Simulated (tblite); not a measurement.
**C$_{3}$H$_{6}$F$_{2}$Si (charge +1): geometry relaxation (part 2 of 2)**

The same run, continued: C$_{3}$H$_{6}$F$_{2}$Si, charge +1, multiplicity 2; GFN2-xTB geometry optimisation, gas phase (tblite 0.8.0). It belongs to a series of runs on one base structure; here: electron removed.

Geometry of the input (Å):
```
F  -1.7355  1.3421  1.1985
C  -1.8326  0.4345  0.1417
C  -0.7165  -0.5706  0.3563
F  -0.6507  -1.3285  1.4706
C  0.2911  -0.6851  -0.7307
Si 1.8394  0.2673  -0.3063
H  -2.8120  -0.0736  0.1718
H  -1.7050  0.9425  -0.8242
H  0.5536  -1.7327  -0.8840
H  2.4525  0.6462  -1.5794
H  2.7564  -0.6550  0.3869
H  1.5607  1.4123  0.5726
```

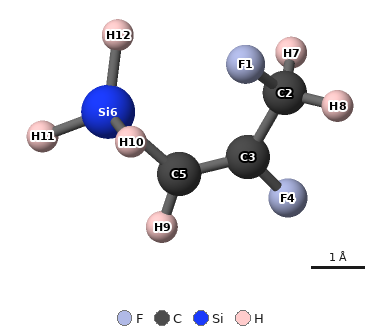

*The geometry at step 98 of the log (ball-and-stick view, seen at a tilt; atoms are numbered from 1 in the order of the input).*

Trajectory as extended XYZ, continued
```
12
Properties=species:S:1:pos:R:3:forces:R:3 step=63 energy=-547.76058
F    -0.9068    1.5536    0.3918   -0.1810  -0.0450  -0.1020
C    -1.7136    0.4685    0.2301    0.1550   0.1220  -0.0460
C    -0.8873   -0.7522    0.0313   -0.0340   0.0910  -0.0600
F    -1.6099   -1.8580    0.0600    0.0000  -0.0280  -0.0250
C     0.4489   -0.8478   -0.1840   -0.0630   0.0100   0.0370
Si    1.8462    0.4288   -0.0756   -0.0580  -0.0420  -0.1090
H    -2.3600    0.3844    1.1173    0.0460  -0.0600   0.0370
H    -2.3797    0.6480   -0.6381    0.1500  -0.0250   0.1180
H     0.7776   -1.8397   -0.4796    0.0430  -0.0500   0.0190
H     2.1778    0.3201   -1.5465   -0.0580   0.0210   0.0920
H     3.0904   -0.1683    0.4602    0.0350  -0.0880   0.0070
H     1.5176    1.6618    0.6071   -0.0360   0.0920   0.0320
12
Properties=species:S:1:pos:R:3:forces:R:3 step=66 energy=-547.77102
F    -0.9180    1.5698    0.3124   -0.0980   0.0000  -0.0350
C    -1.7130    0.4730    0.2238   -0.0420   0.0350   0.1140
C    -0.8944   -0.7438    0.0001    0.0400  -0.0040   0.0310
F    -1.6171   -1.8517    0.0215    0.0270   0.0410  -0.0370
C     0.4468   -0.8372   -0.1793    0.0520  -0.0410  -0.0410
Si    1.8500    0.4310   -0.0701   -0.0450  -0.0030   0.0380
H    -2.2868    0.3742    1.1679    0.0960   0.0490  -0.1410
H    -2.4450    0.6372   -0.5885    0.0870  -0.0490   0.0640
H     0.7958   -1.8308   -0.4456   -0.0310  -0.0620  -0.0170
H     2.1992    0.3454   -1.5340   -0.0640   0.0160   0.0370
H     3.0759   -0.2333    0.4539   -0.0660   0.0150  -0.0050
H     1.5077    1.6655    0.6120    0.0440   0.0020  -0.0090
12
Properties=species:S:1:pos:R:3:forces:R:3 step=70 energy=-547.77833
F    -0.9474    1.5891    0.2652    0.0450   0.0020   0.0100
C    -1.7120    0.4701    0.2327    0.0590   0.0420  -0.1160
C    -0.8853   -0.7404    0.0011   -0.0140  -0.0350   0.0560
F    -1.6148   -1.8453    0.0137    0.0540   0.0440  -0.0270
C     0.4549   -0.8414   -0.1911   -0.0680  -0.0400   0.0130
Si    1.8416    0.4340   -0.0626    0.0350  -0.0050   0.0170
H    -2.2576    0.3890    1.1873   -0.0010   0.0060  -0.0030
H    -2.4595    0.5974   -0.5708    0.0000  -0.0520   0.0610
H     0.7919   -1.8417   -0.4538   -0.0120   0.0020  -0.0220
H     2.2084    0.3802   -1.5208   -0.0500   0.0120  -0.0110
H     3.0438   -0.2701    0.4582   -0.0140  -0.0020   0.0140
H     1.5373    1.6782    0.6148   -0.0330   0.0250   0.0090
12
Properties=species:S:1:pos:R:3:forces:R:3 step=74 energy=-547.78162
F    -0.9359    1.5978    0.2500    0.0110  -0.0580  -0.0290
C    -1.6967    0.4760    0.2304   -0.0310   0.0040   0.0210
C    -0.8806   -0.7398   -0.0030    0.0030   0.0070  -0.0170
F    -1.6214   -1.8347   -0.0315   -0.0080  -0.0110   0.0260
C     0.4599   -0.8528   -0.1768    0.0120   0.0100   0.0050
Si    1.8380    0.4328   -0.0496    0.0130   0.0070   0.0060
H    -2.2303    0.3992    1.1948    0.0290   0.0130  -0.0250
H    -2.4641    0.5866   -0.5544    0.0120   0.0150   0.0030
H     0.7954   -1.8524   -0.4424   -0.0140   0.0000  -0.0200
H     2.1721    0.3685   -1.5198   -0.0400   0.0250   0.0200
H     3.0458   -0.2632    0.4593    0.0100   0.0000   0.0170
H     1.5190    1.6813    0.6168    0.0030  -0.0130  -0.0080
12
Properties=species:S:1:pos:R:3:forces:R:3 step=77 energy=-547.78337
F    -0.9221    1.5904    0.2208   -0.0320  -0.0390  -0.0050
C    -1.6947    0.4752    0.2279    0.0520   0.0290  -0.0240
C    -0.8828   -0.7425   -0.0051    0.0220  -0.0010  -0.0420
F    -1.6236   -1.8361   -0.0416   -0.0210  -0.0300   0.0310
C     0.4590   -0.8555   -0.1709    0.0040  -0.0460  -0.0380
Si    1.8376    0.4295   -0.0338    0.0160   0.0180  -0.0280
H    -2.2063    0.4073    1.2020   -0.0170   0.0370   0.0270
H    -2.4731    0.5849   -0.5450    0.0020   0.0030   0.0030
H     0.7882   -1.8548   -0.4507    0.0080   0.0380   0.0150
H     2.1512    0.3767   -1.5117   -0.0380   0.0130   0.0330
H     3.0507   -0.2613    0.4652   -0.0030  -0.0020   0.0120
H     1.5171    1.6856    0.6168    0.0070  -0.0210   0.0160
12
Properties=species:S:1:pos:R:3:forces:R:3 step=80 energy=-547.78492
F    -0.9226    1.5876    0.1784    0.0170   0.0250   0.0090
C    -1.6917    0.4732    0.2257    0.0060   0.0060  -0.0170
C    -0.8814   -0.7454   -0.0069   -0.0140   0.0150  -0.0320
F    -1.6201   -1.8406   -0.0392   -0.0140  -0.0210   0.0380
C     0.4601   -0.8548   -0.1767    0.0050   0.0050  -0.0290
Si    1.8438    0.4286   -0.0285   -0.0290  -0.0170   0.0280
H    -2.1807    0.4252    1.2140   -0.0020   0.0230  -0.0030
H    -2.4884    0.5698   -0.5303   -0.0050  -0.0120   0.0060
H     0.7852   -1.8510   -0.4637    0.0540  -0.0240  -0.0010
H     2.1321    0.4037   -1.5065   -0.0100  -0.0010  -0.0170
H     3.0384   -0.2806    0.4839    0.0020   0.0040  -0.0140
H     1.5266    1.6837    0.6237   -0.0120  -0.0040   0.0320
12
Properties=species:S:1:pos:R:3:forces:R:3 step=84 energy=-547.78784
F    -0.9022    1.5907    0.1230   -0.0070  -0.0140   0.0000
C    -1.6722    0.4793    0.2142   -0.0810  -0.0130   0.0330
C    -0.8761   -0.7479   -0.0242    0.0020   0.0060   0.0180
F    -1.6199   -1.8409   -0.0114    0.0140   0.0070   0.0040
C     0.4626   -0.8659   -0.2054   -0.0150  -0.0030   0.0200
Si    1.8462    0.4184   -0.0003   -0.0160   0.0170   0.0000
H    -2.1350    0.4485    1.2189    0.0640   0.0270  -0.0540
H    -2.4979    0.5642   -0.5118    0.0230   0.0020  -0.0210
H     0.7995   -1.8561   -0.4987    0.0090  -0.0160  -0.0030
H     2.0519    0.4292   -1.4977    0.0020   0.0020   0.0070
H     3.0312   -0.2889    0.5131    0.0100  -0.0040  -0.0400
H     1.5131    1.6687    0.6544   -0.0050  -0.0120   0.0360
12
Properties=species:S:1:pos:R:3:forces:R:3 step=88 energy=-547.78993
F    -0.8772    1.5839    0.0309   -0.0310  -0.0430  -0.0270
C    -1.6558    0.4830    0.2009    0.0790   0.0590  -0.0430
C    -0.8719   -0.7532   -0.0429   -0.0110  -0.0350   0.0450
F    -1.6190   -1.8433   -0.0174   -0.0120   0.0060  -0.0020
C     0.4655   -0.8843   -0.2146    0.0090  -0.0010  -0.0030
Si    1.8408    0.4088    0.0426    0.0210  -0.0030  -0.0590
H    -2.0434    0.4985    1.2339   -0.0390  -0.0230  -0.0290
H    -2.5157    0.5524   -0.4858    0.0280  -0.0020   0.0320
H     0.8101   -1.8689   -0.5209   -0.0240   0.0240   0.0320
H     1.9461    0.4671   -1.4723   -0.0210   0.0180   0.0300
H     3.0268   -0.3028    0.5274   -0.0050   0.0030  -0.0310
H     1.4948    1.6581    0.6922    0.0070  -0.0030   0.0560
12
Properties=species:S:1:pos:R:3:forces:R:3 step=91 energy=-547.79297
F    -0.8601    1.5746   -0.0452    0.0380  -0.0140  -0.0600
C    -1.6379    0.4851    0.1884    0.0600   0.0280  -0.0500
C    -0.8676   -0.7623   -0.0486   -0.0010  -0.0050   0.0110
F    -1.6174   -1.8505   -0.0137   -0.0070   0.0440   0.0110
C     0.4677   -0.8970   -0.2238    0.0130   0.0000   0.0360
Si    1.8383    0.4047    0.0647    0.0030  -0.0190  -0.0080
H    -1.9766    0.5434    1.2347   -0.0890  -0.0630   0.0270
H    -2.5237    0.5395   -0.4644    0.0210  -0.0050   0.0240
H     0.8160   -1.8773   -0.5348   -0.0090   0.0000   0.0270
H     1.8567    0.5116   -1.4487   -0.0240   0.0450  -0.0160
H     3.0173   -0.3220    0.5367   -0.0310   0.0280  -0.0340
H     1.4886    1.6496    0.7287    0.0270  -0.0390   0.0320
12
Properties=species:S:1:pos:R:3:forces:R:3 step=94 energy=-547.79793
F    -0.8327    1.5619   -0.1137    0.0380   0.0030  -0.0310
C    -1.6142    0.4892    0.1745   -0.0360  -0.0420   0.0630
C    -0.8622   -0.7708   -0.0487    0.0400   0.0100  -0.0330
F    -1.6232   -1.8507   -0.0015    0.0260   0.0490   0.0100
C     0.4706   -0.9107   -0.2301   -0.0280  -0.0490   0.0630
Si    1.8327    0.4006    0.0792   -0.0170  -0.0120   0.0340
H    -1.9303    0.5729    1.2278   -0.0270  -0.0150   0.0010
H    -2.5200    0.5261   -0.4475   -0.0050   0.0340  -0.0550
H     0.8188   -1.8866   -0.5505    0.0170  -0.0290   0.0370
H     1.7647    0.5590   -1.4237   -0.0150   0.0760  -0.0720
H     3.0071   -0.3315    0.5454   -0.0250   0.0220  -0.0370
H     1.4899    1.6397    0.7629    0.0320  -0.0450   0.0200
12
Properties=species:S:1:pos:R:3:forces:R:3 step=98 energy=-547.80986
F    -0.7663    1.5043   -0.2587    0.0690   0.1680   0.0600
C    -1.5770    0.4896    0.1454    0.0770  -0.0720  -0.1450
C    -0.8552   -0.7966   -0.0401   -0.0800  -0.0670   0.0710
F    -1.6365   -1.8587    0.0270   -0.0050  -0.0110   0.0170
C     0.4736   -0.9548   -0.2003    0.0180  -0.0310  -0.0610
Si    1.7959    0.3979    0.0867    0.0750   0.0170   0.0780
H    -1.8439    0.6598    1.1956   -0.0290  -0.0130   0.1290
H    -2.4973    0.5185   -0.4476   -0.1090  -0.0010  -0.0980
H     0.8419   -1.9220   -0.5196   -0.0310  -0.0650   0.0690
H     1.5686    0.7064   -1.3710   -0.0080   0.0800  -0.0830
H     2.9854   -0.3424    0.4876    0.0340   0.0090  -0.0270
H     1.5120    1.5973    0.8689   -0.0120  -0.0140  -0.0090
12
Properties=species:S:1:pos:R:3:forces:R:3 step=102 energy=-547.82234
F    -0.7364    1.5100   -0.2074   -0.0180   0.0170   0.0170
C    -1.5744    0.4891    0.1252   -0.0070  -0.0040   0.0600
C    -0.8624   -0.8090   -0.0299    0.0800   0.1190  -0.0740
F    -1.6549   -1.8567    0.0635   -0.0250  -0.0850   0.0320
C     0.4689   -0.9715   -0.1892    0.0310   0.0940   0.0630
Si    1.7861    0.4036    0.0699    0.0200  -0.0380  -0.0070
H    -1.8921    0.6343    1.1710    0.0140  -0.0110   0.0200
H    -2.4773    0.5550   -0.4967    0.0240  -0.0560  -0.1060
H     0.8555   -1.9491   -0.4526   -0.1000  -0.0180   0.0140
H     1.5701    0.7300   -1.3919   -0.0430   0.0450   0.0270
H     3.0106   -0.3067    0.4105    0.0450  -0.0390  -0.0160
H     1.5075    1.5703    0.9016   -0.0200  -0.0220  -0.0320
12
Properties=species:S:1:pos:R:3:forces:R:3 step=105 energy=-547.83434
F    -0.7098    1.5103   -0.1861   -0.0270   0.0010  -0.0310
C    -1.5653    0.4891    0.0983   -0.0280   0.0340   0.0820
C    -0.8544   -0.8102   -0.0118    0.0770   0.0760  -0.0930
F    -1.6436   -1.8577    0.1305    0.0030   0.0060   0.0090
C     0.4756   -0.9792   -0.1749   -0.0330  -0.0750   0.1000
Si    1.7869    0.4042    0.0427    0.0230  -0.0960   0.1050
H    -1.9225    0.6319    1.1306   -0.0960   0.0110   0.0060
H    -2.4289    0.5547   -0.5788    0.0050  -0.0310  -0.0130
H     0.8185   -1.9874   -0.3820    0.0530   0.0670  -0.0190
H     1.4999    0.8257   -1.3698   -0.0370   0.0720  -0.0540
H     3.0329   -0.2956    0.3169    0.0560  -0.0460  -0.0210
H     1.5118    1.5134    0.9585    0.0030  -0.0200  -0.0710
12
Properties=species:S:1:pos:R:3:forces:R:3 step=108 energy=-547.83998
F    -0.7153    1.5136   -0.1721   -0.0360   0.0390   0.0160
C    -1.5712    0.4894    0.0989    0.0240   0.0160  -0.0230
C    -0.8488   -0.8019   -0.0078   -0.0530  -0.0630   0.0990
F    -1.6335   -1.8528    0.1528   -0.0110   0.0210  -0.0280
C     0.4801   -0.9815   -0.1559    0.0080  -0.0100  -0.0240
Si    1.7907    0.3984    0.0263    0.0620  -0.0800   0.0030
H    -1.9634    0.6282    1.1200   -0.0500   0.0140  -0.0440
H    -2.4107    0.5386   -0.6090   -0.0470   0.0180   0.0080
H     0.8073   -1.9958   -0.3513    0.0900   0.0240  -0.0030
H     1.4988    0.8760   -1.3742   -0.0370   0.0260   0.0610
H     3.0376   -0.3068    0.2848    0.0580  -0.0390  -0.0180
H     1.5296    1.4940    0.9615   -0.0070   0.0340  -0.0470
12
Properties=species:S:1:pos:R:3:forces:R:3 step=112 energy=-547.85135
F    -0.7246    1.5214   -0.1225    0.0010   0.0080   0.0000
C    -1.5806    0.4863    0.0897   -0.0420  -0.0400   0.0150
C    -0.8496   -0.8047    0.0292    0.0130   0.0140  -0.0120
F    -1.6422   -1.8522    0.1661    0.0060   0.0160   0.0080
C     0.4848   -0.9867   -0.1033   -0.0150   0.0350   0.0070
Si    1.8156    0.3670   -0.0032   -0.0020   0.0330  -0.0600
H    -2.0572    0.6251    1.0744    0.0140  -0.0050  -0.0030
H    -2.3778    0.5265   -0.6681   -0.0060   0.0170  -0.0340
H     0.8094   -2.0099   -0.2479    0.0240  -0.0290  -0.0030
H     1.4837    0.9793   -1.3446   -0.0170  -0.0440   0.0870
H     3.0822   -0.3344    0.1781   -0.0320   0.0230   0.0060
H     1.5575    1.4815    0.9259    0.0560  -0.0270  -0.0130
12
Properties=species:S:1:pos:R:3:forces:R:3 step=116 energy=-547.85349
F    -0.7174    1.5196   -0.1104   -0.0210  -0.0130   0.0100
C    -1.5804    0.4839    0.0793   -0.0060   0.0100  -0.0090
C    -0.8479   -0.8071    0.0408   -0.0090   0.0040  -0.0030
F    -1.6422   -1.8496    0.2035    0.0090  -0.0040  -0.0070
C     0.4852   -0.9930   -0.0951    0.0150  -0.0050  -0.0050
Si    1.8122    0.3641   -0.0228    0.0020   0.0100   0.0170
H    -2.0844    0.6255    1.0496    0.0060  -0.0100  -0.0180
H    -2.3512    0.5250   -0.7066   -0.0070   0.0070   0.0060
H     0.8116   -2.0196   -0.2216   -0.0070   0.0180   0.0130
H     1.4518    1.0262   -1.3206   -0.0220  -0.0140  -0.0060
H     3.0836   -0.3306    0.1356    0.0020  -0.0070  -0.0010
H     1.5804    1.4550    0.9424    0.0390   0.0030   0.0040
12
Properties=species:S:1:pos:R:3:forces:R:3 step=119 energy=-547.85410
F    -0.7201    1.5203   -0.1007    0.0040   0.0050  -0.0070
C    -1.5827    0.4829    0.0743   -0.0020  -0.0190   0.0110
C    -0.8480   -0.8074    0.0443    0.0070   0.0210  -0.0200
F    -1.6407   -1.8502    0.2096   -0.0010  -0.0120   0.0000
C     0.4860   -0.9920   -0.0878   -0.0080   0.0300   0.0160
Si    1.8124    0.3650   -0.0322    0.0220  -0.0330  -0.0010
H    -2.0994    0.6221    1.0373   -0.0040  -0.0120   0.0160
H    -2.3455    0.5242   -0.7182   -0.0140   0.0090  -0.0260
H     0.8145   -2.0187   -0.1967   -0.0040  -0.0210  -0.0050
H     1.4415    1.0430   -1.3177   -0.0180  -0.0150  -0.0040
H     3.0826   -0.3361    0.1163   -0.0030   0.0030  -0.0090
H     1.6006    1.4462    0.9455    0.0200   0.0440   0.0290
12
Properties=species:S:1:pos:R:3:forces:R:3 step=122 energy=-547.85521
F    -0.7237    1.5209   -0.0781    0.0240   0.0260  -0.0080
C    -1.5880    0.4814    0.0689    0.0070  -0.0290   0.0020
C    -0.8502   -0.8064    0.0442    0.0120  -0.0130  -0.0120
F    -1.6427   -1.8525    0.1961    0.0140   0.0160   0.0010
C     0.4867   -0.9898   -0.0656   -0.0280   0.0130   0.0140
Si    1.8163    0.3629   -0.0363    0.0030   0.0020   0.0050
H    -2.1218    0.6072    1.0235   -0.0240   0.0040   0.0340
H    -2.3356    0.5311   -0.7373   -0.0160   0.0030  -0.0260
H     0.8099   -2.0204   -0.1542    0.0160  -0.0150  -0.0140
H     1.4231    1.0448   -1.3130   -0.0170  -0.0060  -0.0030
H     3.0922   -0.3314    0.0827    0.0060  -0.0190   0.0010
H     1.6349    1.4516    0.9431    0.0020   0.0200   0.0070
12
Properties=species:S:1:pos:R:3:forces:R:3 step=126 energy=-547.85607
F    -0.7284    1.5256   -0.0852    0.0080  -0.0030  -0.0020
C    -1.5885    0.4828    0.0729    0.0100   0.0020   0.0080
C    -0.8481   -0.8038    0.0337   -0.0070  -0.0010   0.0150
F    -1.6407   -1.8499    0.1845    0.0050  -0.0120  -0.0060
C     0.4868   -0.9885   -0.0785    0.0150  -0.0070  -0.0110
Si    1.8195    0.3664   -0.0162   -0.0110   0.0250   0.0090
H    -2.1074    0.6052    1.0371   -0.0060  -0.0010   0.0080
H    -2.3494    0.5316   -0.7214    0.0020   0.0060  -0.0150
H     0.8142   -2.0158   -0.1997   -0.0020   0.0230   0.0050
H     1.4107    1.0015   -1.3159   -0.0030  -0.0060   0.0060
H     3.0914   -0.3323    0.1251   -0.0090  -0.0170  -0.0030
H     1.6412    1.4765    0.9376   -0.0020  -0.0090  -0.0140
12
Properties=species:S:1:pos:R:3:forces:R:3 step=130 energy=-547.85630
F    -0.7288    1.5249   -0.0799    0.0160   0.0040   0.0100
C    -1.5897    0.4824    0.0736   -0.0080  -0.0070  -0.0110
C    -0.8484   -0.8039    0.0358    0.0060  -0.0030  -0.0090
F    -1.6388   -1.8525    0.1819    0.0090   0.0050   0.0040
C     0.4872   -0.9856   -0.0764   -0.0110   0.0070   0.0120
Si    1.8202    0.3689   -0.0168    0.0030  -0.0120   0.0020
H    -2.1140    0.6026    1.0354   -0.0020   0.0040  -0.0020
H    -2.3452    0.5339   -0.7267    0.0060  -0.0050   0.0070
H     0.8168   -2.0115   -0.1939    0.0040  -0.0090  -0.0080
H     1.4034    0.9981   -1.3161    0.0000   0.0010  -0.0050
H     3.0891   -0.3373    0.1225   -0.0150  -0.0030  -0.0060
H     1.6494    1.4793    0.9345   -0.0070   0.0170   0.0050
12
Properties=species:S:1:pos:R:3:forces:R:3 step=133 energy=-547.85651
F    -0.7242    1.5241   -0.0681   -0.0020  -0.0050   0.0070
C    -1.5883    0.4820    0.0750   -0.0010   0.0050  -0.0070
C    -0.8476   -0.8047    0.0368   -0.0050   0.0030   0.0010
F    -1.6377   -1.8532    0.1832    0.0030   0.0000   0.0010
C     0.4875   -0.9852   -0.0752   -0.0020  -0.0020  -0.0010
Si    1.8184    0.3717   -0.0136    0.0000   0.0010   0.0010
H    -2.1209    0.5997    1.0326    0.0040   0.0020  -0.0050
H    -2.3363    0.5372   -0.7317    0.0000  -0.0020   0.0040
H     0.8195   -2.0099   -0.1986    0.0010  -0.0050   0.0000
H     1.3981    0.9885   -1.3189    0.0010   0.0030   0.0000
H     3.0843   -0.3395    0.1218   -0.0010   0.0010   0.0020
H     1.6485    1.4886    0.9305    0.0020   0.0000  -0.0030
```

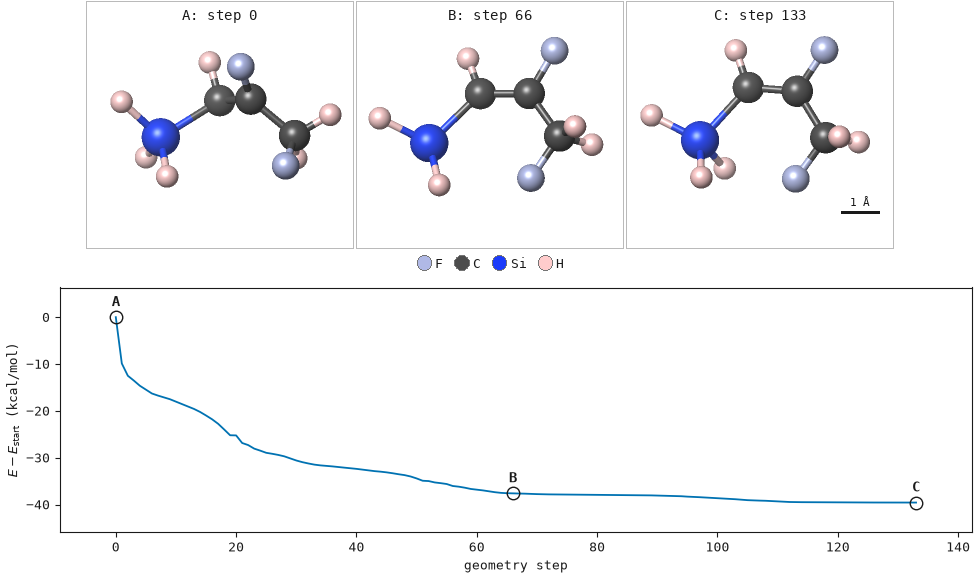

*Frames of the relaxation (ball-and-stick view, seen at a tilt) above the curves, on which the letters mark them (steps are counted from 0).*

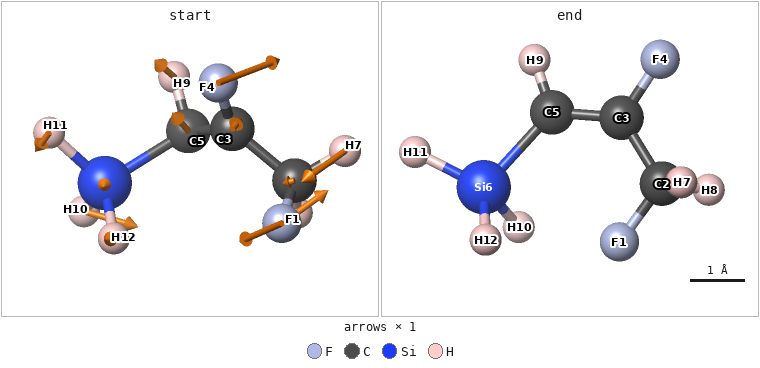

*Before (left) and after (right) the relaxation, at one scale (ball-and-stick view, seen at a tilt). The orange arrows give the displacements, at true length.*

The energy falls by 39.6 kcal/mol in 133 geometry steps. Largest force component: 3.7 eV/Å at the start, 0.007 eV/Å at the end. F4 moves most after the best rigid fit: 1.72 Å. Largest moves by element: F 1.72 Å, H 1.31 Å, C 0.72 Å, Si 0.30 Å. Among the contacts that change: C3–C5 1.487 → 1.352 Å, Si6–H10 1.463 → 1.504 Å, F1–C2 1.396 → 1.361 Å, C5–Si6 1.867 → 1.902 Å. Among the angles that change: C3–C5–Si6 110.9° → 126.4°, H10–Si6–H11 108.1° → 121.6°, C5–Si6–H10 106.4° → 94.0°. (Atoms are counted from 1 in the order of the input.)
